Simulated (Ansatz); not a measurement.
# F2GeH4OSi: how energies converge with the basis set

Aim: see how fast density functionals converge with the basis set for F2GeH4OSi.

The runs use Ansatz 0.2.0, Gaussian basis; one geometry, several basis sets.

The runs, in order: PBE0-D4/def2-SVP; ωB97M-V/def2-SVP; PBE0-D4/def2-QZVPP; ωB97M-V/def2-QZVPP; the functionals' def2-TZVPP values are taken from earlier runs.

### 1 The geometry

An earlier PBE0-D4 in a triple-zeta def2 set relaxation fixed the geometry.

SMILES `[OH][Ge]([F])([F])[SiH3]`, 9 atoms, charge 0, spin multiplicity 1.

Atoms are counted from 1 here; the program's logs count them from 0.

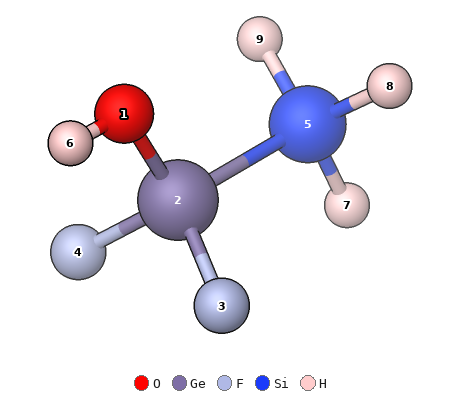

The structure; oxygen red, germanium purple, fluorine light blue, silicon blue, hydrogen pink; atoms are numbered from 1 in the order of the file.

### 2 PBE0-D4 in def2-SVP

The input, in.yaml:

```yaml
crystal:
  periodic: [false, false, false]
  atoms:
    - {symbol: O, position_ang: [0.637398, 1.962693, -0.123851]}
    - {symbol: Ge, position_ang: [0.666702, 0.235906, -0.419795]}
    - {symbol: F, position_ang: [0.702894, -0.004845, -2.134570]}
    - {symbol: F, position_ang: [2.222341, -0.352226, 0.064123]}
    - {symbol: Si, position_ang: [-1.125534, -0.916900, 0.633329]}
    - {symbol: H, position_ang: [1.371048, 2.434998, -0.528714]}
    - {symbol: H, position_ang: [-0.988909, -2.351503, 0.291862]}
    - {symbol: H, position_ang: [-2.391815, -0.356847, 0.107276]}
    - {symbol: H, position_ang: [-1.005525, -0.697574, 2.093241]}
basis:
  gaussian: {orbitals: def2-SVP}
hamiltonian: {xc: pbe0, dispersion: d4}
output: {orbitals: {seedname: orbitals}}
```

The run is started by

```
ansatz run in.yaml --threads 4 --pin off --events-out ev --progress --plain --max-ram 10444MiB
```

The log of the run:

```text
Functional definition: PBE0
  name "PBE0"
  cite "Adamo & Barone, J. Chem. Phys. 110, 6158 (1999) doi:10.1063/1.478522"
  cite "Perdew, Burke & Ernzerhof, Phys. Rev. Lett. 77, 3865 (1996) doi:10.1103/PhysRevLett.77.3865"
  parent pbe
  parameter a = 0.25
  parameter kappa = 0.804
  parameter beta = 0.06672455060314922
  exchange = (1 - a)*pbe_x(kappa = kappa, mu = beta*pi^2/3) + a*exact_x
  correlation = pbe_c(beta = beta)
1068 factors; integrals over basis functions are off by at most 1.2e-3 eV
mean field evaluation 1: about -71904.8763 eV, gradient 6.2e1 eV
mean field evaluation 2: about -71894.5506 eV, gradient 1.0e2 eV
mean field evaluation 4: about -71911.1243 eV, gradient 4.5e0 eV
mean field evaluation 8: about -71911.2169 eV, gradient 1.8e-1 eV
mean field evaluation 16: about -71911.2170 eV, gradient 2.9e-5 eV
mean field -71911.21695146 eV, -2642.6884797927 hartree, gradient 2.9e-5 eV, S^2 0.000000; 0 other end points of the search recorded, 0 dependent functions left out
reference -71911.21697724 eV, -2642.6884807402 hartree; 38, 38 occupied and 74, 74 virtual orbitals, 1068 factors
Total energy: -71911.37790219 eV, -2642.6943946229 hartree
```

Run time: 1.2 s. Hardware: 4 threads of Arm Neoverse V2, shared host; peak memory 0.25 GiB.

### 3 ωB97M-V in def2-SVP

Changes to in.yaml since step 2:

```diff
@@ -14,3 +14,3 @@
   gaussian: {orbitals: def2-SVP}
-hamiltonian: {xc: pbe0, dispersion: d4}
+hamiltonian: {xc: {name: wB97M-V}}
 output: {orbitals: {seedname: orbitals}}
```

Launched as before.

The log of the run, cut to the lines that bear on the results:

```text
Functional definition: wB97M-V
  name "wB97M-V"
  cite "Mardirossian & Head-Gordon, J. Chem. Phys. 144, 214110 (2016) doi:10.1063/1.4952647"
  cite "Becke, J. Chem. Phys. 107, 8554 (1997) doi:10.1063/1.475007"
  cite "Vydrov & Van Voorhis, J. Chem. Phys. 133, 244103 (2010) doi:10.1063/1.3521275"
  # Of w^i u^j: cxij and so on, Table III.
[...]
  gx(w, u) = 1 - cx + cx01*u + cx10*w
  gss(w, u) = css00 + css04*u^4 + css10*w + css20*w^2 + css43*w^4*u^3
  gos(w, u) = cos00 + cos10*w + (cos20 + cos21*u)*w^2 + (cos60 + cos61*u)*w^6
[...]
      + integral(e_c_pw_mod_opposite_spin*gos(b97_w_opposite, b97_u_opposite)) + vv10(b, c)
1068 factors; integrals over basis functions are off by at most 1.2e-3 eV
295 factors; integrals over basis functions are off by at most 6.4e-6 eV
[...]
mean field -71923.13258673 eV, -2643.1263713119 hartree, gradient 5.4e-5 eV, S^2 0.000000; 0 other end points of the search recorded, 0 dependent functions left out
reference -71923.13262908 eV, -2643.1263728684 hartree; 38, 38 occupied and 74, 74 virtual orbitals, 1068 factors
Total energy: -71923.13262908 eV, -2643.1263728684 hartree
```

It took 5 s on 4 threads of Arm Neoverse V2, shared host; peak memory 0.37 GiB.

### 4 PBE0-D4 in def2-QZVPP

Changes to in.yaml since step 3:

```diff
@@ -13,4 +13,4 @@
 basis:
-  gaussian: {orbitals: def2-SVP}
-hamiltonian: {xc: {name: wB97M-V}}
+  gaussian: {orbitals: "def2-QZVPP.json"}
+hamiltonian: {xc: pbe0, dispersion: d4}
 output: {orbitals: {seedname: orbitals}}
```

Launched as before.

The log of the run:

```text
Functional definition: PBE0
  name "PBE0"
  cite "Adamo & Barone, J. Chem. Phys. 110, 6158 (1999) doi:10.1063/1.478522"
  cite "Perdew, Burke & Ernzerhof, Phys. Rev. Lett. 77, 3865 (1996) doi:10.1103/PhysRevLett.77.3865"
  parent pbe
  parameter a = 0.25
  parameter kappa = 0.804
  parameter beta = 0.06672455060314922
  exchange = (1 - a)*pbe_x(kappa = kappa, mu = beta*pi^2/3) + a*exact_x
  correlation = pbe_c(beta = beta)
1737 factors; their error is unknown
mean field evaluation 1: about -71925.2046 eV, gradient 7.2e1 eV
mean field evaluation 2: about -71910.7280 eV, gradient 1.2e2 eV
mean field evaluation 4: about -71932.4919 eV, gradient 6.4e0 eV
mean field evaluation 8: about -71932.5420 eV, gradient 7.6e-2 eV
mean field evaluation 16: about -71932.6935 eV, gradient 1.0e-4 eV
mean field -71932.69351761 eV, -2643.4777290414 hartree, gradient 1.9e-5 eV, S^2 0.000000; 0 other end points of the search recorded, 0 dependent functions left out
reference -71932.69355651 eV, -2643.4777304708 hartree; 38, 38 occupied and 412, 412 virtual orbitals, 1737 factors
Total energy: -71932.85448145 eV, -2643.4836443535 hartree
```

Wall time 8.5 s (4 threads of Arm Neoverse V2, shared host); peak memory 1.8 GiB.

### 5 ωB97M-V in def2-QZVPP

Changes to in.yaml since step 4:

```diff
@@ -14,3 +14,3 @@
   gaussian: {orbitals: "def2-QZVPP.json"}
-hamiltonian: {xc: pbe0, dispersion: d4}
+hamiltonian: {xc: {name: wB97M-V}}
 output: {orbitals: {seedname: orbitals}}
```

The command is unchanged.

The log of the run, cut to the lines that bear on the results:

```text
Functional definition: wB97M-V
  name "wB97M-V"
  cite "Mardirossian & Head-Gordon, J. Chem. Phys. 144, 214110 (2016) doi:10.1063/1.4952647"
  cite "Becke, J. Chem. Phys. 107, 8554 (1997) doi:10.1063/1.475007"
  cite "Vydrov & Van Voorhis, J. Chem. Phys. 133, 244103 (2010) doi:10.1063/1.3521275"
  # Of w^i u^j: cxij and so on, Table III.
[...]
  gx(w, u) = 1 - cx + cx01*u + cx10*w
  gss(w, u) = css00 + css04*u^4 + css10*w + css20*w^2 + css43*w^4*u^3
  gos(w, u) = cos00 + cos10*w + (cos20 + cos21*u)*w^2 + (cos60 + cos61*u)*w^6
[...]
      + integral(e_c_pw_mod_opposite_spin*gos(b97_w_opposite, b97_u_opposite)) + vv10(b, c)
1705 factors; their error is unknown
344 factors; integrals over basis functions are off by at most 9.4e-6 eV
[...]
mean field -71944.73470533 eV, -2643.9202345283 hartree, gradient 6.1e-5 eV, S^2 0.000000; 0 other end points of the search recorded, 0 dependent functions left out
reference -71944.73476931 eV, -2643.9202368795 hartree; 38, 38 occupied and 412, 412 virtual orbitals, 1705 factors
Total energy: -71944.73476931 eV, -2643.9202368795 hartree
```

Wall time 19 s (4 threads of Arm Neoverse V2, shared host); peak memory 2.1 GiB.

### 6 Density functionals: the series

The def2-TZVPP values come from earlier runs at the same geometry.

```csv
functional,basis,functions,energy (eV),from the largest (eV),HOMO (eV),LUMO (eV)
PBE0-D4,def2-SVP,112,-71911.3779,21.477,-9.33,-0.15
PBE0-D4,def2-TZVPP,239,-71930.9131,1.941,-9.41,-0.40
PBE0-D4,def2-QZVPP,450,-71932.8545,0.000,-9.45,-0.54
ωB97M-V,def2-SVP,112,-71923.1326,21.602,-11.41,1.78
ωB97M-V,def2-TZVPP,239,-71942.8740,1.861,-11.52,1.38
ωB97M-V,def2-QZVPP,450,-71944.7348,0.000,-11.57,1.04
```

### 7 Summary of results

| quantity | value |
| --- | --- |
| PBE0-D4: double and triple zeta above quadruple | 21.48, 1.94 eV |
| ωB97M-V: double and triple zeta above quadruple | 21.60, 1.86 eV |

What this shows: PBE0-D4 gains 19.54 eV from double to triple zeta, then 1.94 eV more. These are total energies; as a rule much of such shifts cancels in differences, which this series doesn't test. The LUMO of ωB97M-V is positive and keeps falling with the basis (1.78 to 1.04 eV): an unbound level that the basis holds in place.

For PBE0-D4 the largest set took about 7 times as long as the smallest (8.5 s against 1.2 s).
